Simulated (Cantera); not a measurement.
A closed system holds: 1 mol PbO, 22 mol H₂, held at 0.000110 bar.

Method: chemical equilibrium by Gibbs-energy minimisation in Cantera with the NASA 1993 tables (ideal gas, pure condensed phases). Candidate condensed phases: H₂O, Pb, PbO, PbO₂, Pb₃O₄; 12 gas species. Kinetics and transport are ignored.

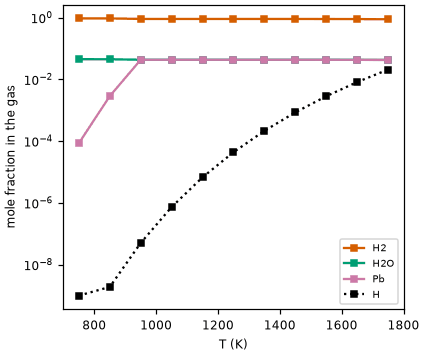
Figure. Equilibrium gas composition (values under 1e-9 drawn at 1e-9)

**Question.** Read off the mole fractions at 1550 K.

**Answer.** H₂ about 0.91, Pb about 0.043, H₂O about 0.043, H about 0.0029.
